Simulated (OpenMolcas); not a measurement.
# NEVPT2(5,5)/ANO-XS-VDZ (DKH2, pt2 variant SC-NEVPT2) run of NS (Mononitrogen monosulfide)

Aim: the vertical ionisation energy of NS (Mononitrogen monosulfide) at NEVPT2(5,5)/ANO-XS-VDZ (DKH2, pt2 variant SC-NEVPT2), from 2 runs. 

Program for the calculation: OpenMolcas 26.06.

### 1 The system as given

NS has 2 atoms, charge 0, and is taken as a doublet. As SMILES, `[N]=S`. The coordinates come from a GFN2-xTB relaxation.

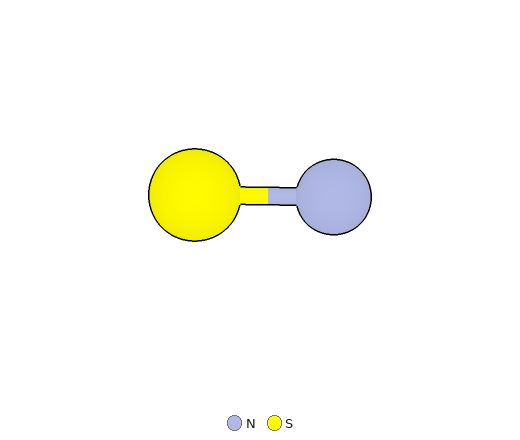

Viewed from a chosen angle; nitrogen light blue, sulfur yellow.

### 2 The energy at NEVPT2(5,5)/ANO-XS-VDZ (DKH2, pt2 variant SC-NEVPT2)

File geom.xyz:

```xyz
2

N      0.000000     0.000000     0.000000
S      0.000000     0.000000     1.463180
```

File step12.inp:

```
* NS NEVPT2
&GATEWAY
Coord
geom.xyz
Basis
ANO-XS-VDZ
Group
NoSym
&SEWARD
Relativistic
R02E00
&RASSCF
FileOrb
$CurrDir/step2.RasOrb
Spin
2
Nactel
5 0 0
Inactive
9
Ras2
5
OrbListing
Few
&CASPT2
SC-NEVPT2
```

Started as:

```sh
$ export MOLCAS_MEM=1860
$ pymolcas step12.inp > step12.log
```

Standard output:

```text
--- Start Module: gateway ---
[...]
--- Stop Module: gateway /rc=_RC_ALL_IS_WELL_ ---
[...]
      Basis functions           22
[...]
--- Start Module: rasscf ---
[...]
      Number of active orbitals                  5
[...]
      Spin quantum number                      0.5
[...]
      Active orbitals                            5
[...]
      Number of CSFs                            75
[...]
      Number of root(s) required                 1
[...]
      Convergence after  4 iterations
[...]
      printout of CI-coefficients larger than  0.05 for root  1
      energy=    -452.978326
      conf/sym  11111     Coeff  Weight
             1  22u00  -0.96540 0.93200
             6  2udu0  -0.06979 0.00487
            30  20u20  -0.19853 0.03942
            36  uduud  -0.07649 0.00585
            41  02u02  -0.07342 0.00539
            66  uuudd   0.06643 0.00441
      Natural orbitals and occupation numbers for root  1
      sym 1:   1.971297   1.897800   1.000000   0.102370   0.028534
      ************************************************************************************************************************
      *                                                    Final results                                                     *
[...]
::    RASSCF root number  1 Total energy:   -452.97832650
[...]
      Total electronic charge=   23.000000
      Total            charge=   -0.000000
[...]
      Dipole Moment (debye):
      Origin of the operator (angstrom)=    0.0000    0.0000    1.0175
                   X=  1.0562E-12               Y= -1.9170E-13               Z=  1.5124E+00           Total=  1.5124E+00
      Quadrupole Moment (debye*angstrom):
[...]
--- Stop Module: rasscf /rc=_RC_ALL_IS_WELL_ ---
--- Start Module: caspt2 ---
[...]
      E2 (Variational):          -0.0904800785
[...]
      E2 (Variational):          -0.0879827248
      Total energy:            -453.0663092238
[...]
      Reference weight:           0.96545
[...]
::    SC-NEVPT2 Root  1     Total energy:   -453.06630922
[...]
--- Stop Module: caspt2 /rc=_RC_ALL_IS_WELL_ ---
[...]
```

Run time: 1.9 s. Hardware: 1 thread of Arm Neoverse V1, shared host; peak memory 0.37 GiB.

### 3 The singlet cation: the energy at NEVPT2(4,5)/ANO-XS-VDZ (DKH2, pt2 variant SC-NEVPT2)

File step19.inp:

```
* NS NEVPT2
&GATEWAY
Coord
2
angstrom
N        0.000000       0.000000       0.000000
S        0.000000       0.000000       1.463180
Basis=ANO-XS-VDZ
Group=NoSym
&SEWARD
Relativistic=R02E00
&RASSCF
FileOrb=$CurrDir/step2.RasOrb
Spin=1
Nactel=4 0 0
Inactive=9
Ras2=5
OrbListing=Few
&CASPT2
SC-NEVPT2
```

Started as:

```sh
$ export MOLCAS_MEM=1860
$ pymolcas step19.inp > step19.log
```

Standard output:

```text
--- Start Module: gateway ---
[...]
--- Stop Module: gateway /rc=_RC_ALL_IS_WELL_ ---
[...]
      Basis functions           22
[...]
--- Start Module: rasscf ---
[...]
      Number of active orbitals                  5
[...]
      Spin quantum number                      0.0
[...]
      Active orbitals                            5
[...]
      Number of CSFs                            50
[...]
      Number of root(s) required                 1
[...]
      Convergence after 14 iterations
[...]
      printout of CI-coefficients larger than  0.05 for root  1
      energy=    -452.645151
      conf/sym  11111     Coeff  Weight
             1  22000  -0.96550 0.93219
            10  20020   0.20997 0.04409
            18  ud0ud   0.09003 0.00811
            25  02002   0.07483 0.00560
            28  uu0dd   0.08690 0.00755
      Natural orbitals and occupation numbers for root  1
      sym 1:   1.969525   1.892531   0.001574   0.106851   0.029520
      ************************************************************************************************************************
      *                                                    Final results                                                     *
[...]
::    RASSCF root number  1 Total energy:   -452.64515108
[...]
      Total electronic charge=   22.000000
      Total            charge=    1.000000
[...]
      Dipole Moment (debye):
      Origin of the operator (angstrom)=    0.0000    0.0000    1.0175
                   X=  6.1271E-08               Y=  7.0012E-07               Z=  1.6344E+00           Total=  1.6344E+00
      Center of Charge (angstrom)
[...]
--- Stop Module: rasscf /rc=_RC_ALL_IS_WELL_ ---
--- Start Module: caspt2 ---
[...]
      E2 (Variational):          -0.1270599379
[...]
      E2 (Variational):          -0.1230421760
      Total energy:            -452.7681932590
[...]
      Reference weight:           0.94303
[...]
::    SC-NEVPT2 Root  1     Total energy:   -452.76819326
[...]
--- Stop Module: caspt2 /rc=_RC_ALL_IS_WELL_ ---
[...]
```

It took 2.1 s on 1 thread of Arm Neoverse V1, shared host; peak memory 0.37 GiB.

### 4 Outcome

At NEVPT2(5,5)/ANO-XS-VDZ (DKH2, pt2 variant SC-NEVPT2), 6 core orbitals frozen:

| quantity | value |
| --- | --- |
| run 12, NEVPT2(5,5)/ANO-XS-VDZ: total energy | -453.06631 Eh |
| run 12, NEVPT2(5,5)/ANO-XS-VDZ: dipole moment (CASSCF density) | 1.51 D |
| singlet cation: total energy | -452.76819 Eh |
| vertical ionisation energy (to the singlet cation) | 8.112 eV |

What this shows: The vertical ionisation energy comes to 8.11 eV (187 kcal/mol). Only the singlet of the ionised species was computed; a triplet could lie lower.
